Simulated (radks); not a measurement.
## Run report: Pd²⁺, atomic calculation

- system: the palladium ion Pd²⁺ in the configuration [Kr] 4d6 5d2 (4d3/2: 4, 4d5/2: 2, 5d3/2: 2).
- method: Dirac Kohn-Sham, exchange-only LDA, spin-unpolarised, spherical densities, finite nucleus (the in-house radial solver radks)

## Key numbers

```
                       quantity                      value
                        outcome                  converged
                   total energy         −5034.9346 hartree
                 kinetic energy          5260.8819 hartree
        electron–nucleus energy        −12150.6259 hartree
                 Hartree energy          1988.2955 hartree
    exchange–correlation energy        −133.486183 hartree
radius at density 0.001 e/bohr³                  5.15 bohr
                 SCF iterations                         14
                       hardware  1 CPU thread, shared host
```

## The input
```
Z 46
configuration [Kr] 4d6 5d2 5s0 5p0
relativity Dirac
functional lda,
spin unpolarised
j_filling energy
nucleus finite rms 4.5318 fm
c 137.035999084
```

Energies in input and log are in hartree, lengths in bohr (the nuclear radius in fm).

## Log
```
1s1/2   1   2.0000        -887.92618527
2s1/2   1   2.0000        -130.96027450
2p1/2   1   2.0000        -121.66016489
2p3/2   1   4.0000        -115.81252063
3s1/2   1   2.0000         -24.85133220
3p1/2   1   2.0000         -21.17744396
3p3/2   1   4.0000         -20.15757767
3d3/2   1   4.0000         -13.62761447
3d5/2   1   6.0000         -13.42398300
4s1/2   1   2.0000          -4.61915340
4p1/2   1   2.0000          -3.46163195
4p3/2   1   4.0000          -3.28775343
4d3/2   1   4.0000          -1.50354596
4d5/2   1   2.0000          -1.48092928
5d3/2   1   2.0000          -0.38012362
5d5/2   1   0.0000          -0.37773694
5s1/2   1   0.0000          -1.00495804
5p1/2   1   0.0000          -0.73929249
5p3/2   1   0.0000          -0.71628118
Etot -5034.934568817727
Ekin 5260.881949722794
Encl -12150.625874096118
Eh 1988.2955384404768
Exc -133.48618288488012
err 4.11704985389187e-09
it 14
```

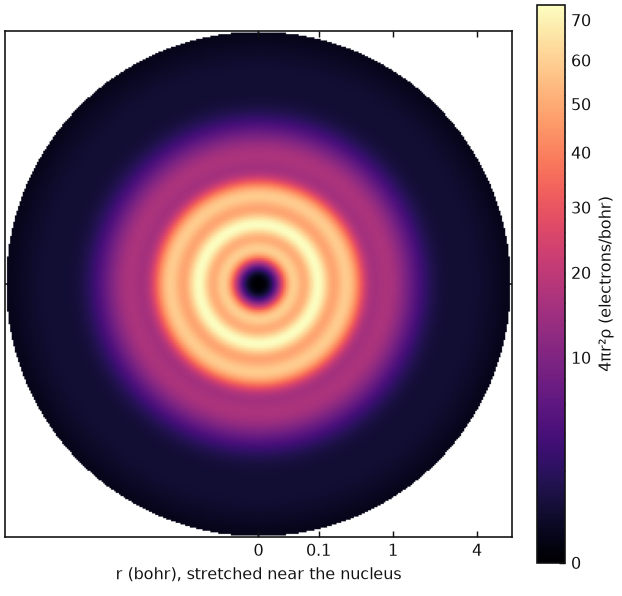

Figure 1. The radial density 4πr²ρ as a disc about the nucleus, with the radius drawn as r to the power 0.35. There are 5 maxima, at r = 0.0224, 0.0984, 0.297, 0.874 and 3.25 bohr, parted by minima at 0.0446, 0.194, 0.682 and 3.04 bohr, inside which lie 2.0, 11.2, 29.1 and 42.4 electrons. The outermost maximum is faint.

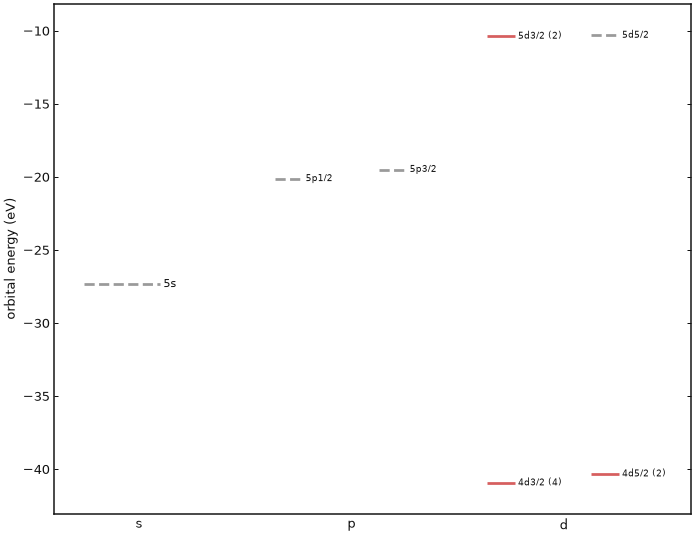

Figure 2. The outer levels are drawn by angular momentum (occupations in brackets, the lower j at the left of each column, empty levels dashed). The highest occupied level is 5d3/2 at −10.3 eV. From the top down the occupied levels run 5d3/2 (−10.3 eV), 4d5/2 (−40.3 eV), 4d3/2 (−40.9 eV). The lowest empty level drawn is 5s at −27.3 eV, below the highest occupied one, so this filling isn't the aufbau one. Spin-orbit splittings: 5d 0.0649 eV, 5p 0.626 eV, 4d 0.615 eV. The order isn't aufbau: the empty 5s, 5p1/2 and 5p3/2 levels lie under the highest occupied one.

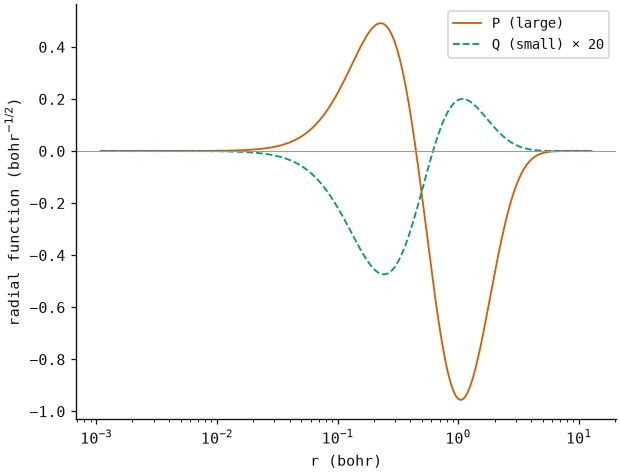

Figure 3. The large and small radial components of one occupied spinor. It is 4d5/2. The spinor has κ = −3: the large component has l = 2 and 1 radial node (r = 0.447 bohr), the small one has l = 3. The small component carries 0.023 % of the norm; ⟨r⟩ = 1.28 bohr and the eigenvalue is −40.3 eV. The nodes of P give n − l − 1 and its extent picks the shell; Q has as many nodes as P for κ < 0 and one more for κ > 0.
